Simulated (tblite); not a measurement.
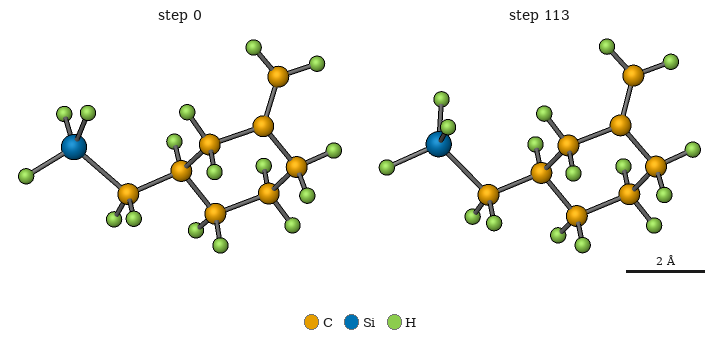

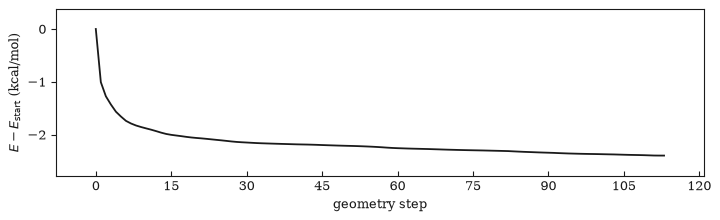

First and last geometry of a relaxation of C8H16Si, with the history of the run. Style: ball-and-stick. Shown at a tilt.

These are results of GFN2-xTB geometry optimisation, gas phase in tblite 0.8.0, not measurements. 

> Read the history and describe the run.

It converged. The energy falls by 2.40 kcal/mol in 113 geometry steps. The largest move after the best rigid fit is that of an H atom, 0.71 Å. By element the largest moves are H 0.71 Å, C 0.19 Å, Si 0.18 Å. Near-neighbour distances that change, for instance: H–Si 1.488 → 1.465 Å, C–H 1.099 → 1.077 Å, C–C 1.550 → 1.529 Å, C–Si 1.882 → 1.903 Å. Bond angles that change, for instance: Si–C–H 105.8° → 108.6°, H–C–H 105.7° → 108.2°, C–C–Si 117.3° → 115.0°.

| step | E − E(0), kcal/mol |
| --- | --- |
| 0 | 0.00 |
| 1 | -1.01 |
| 2 | -1.27 |
| 3 | -1.43 |
| 4 | -1.57 |
| 5 | -1.66 |
| 6 | -1.74 |
| 7 | -1.79 |
| 8 | -1.83 |
| 9 | -1.86 |
| 10 | -1.88 |
| 15 | -2.00 |
| 21 | -2.07 |
| 26 | -2.12 |
| 32 | -2.16 |
| 37 | -2.18 |
| 43 | -2.19 |
| 48 | -2.21 |
| 53 | -2.22 |
| 59 | -2.25 |
| 64 | -2.27 |
| 70 | -2.28 |
| 75 | -2.30 |
| 80 | -2.31 |
| 86 | -2.33 |
| 91 | -2.34 |
| 97 | -2.36 |
| 102 | -2.37 |
| 108 | -2.39 |
| 113 | -2.40 |
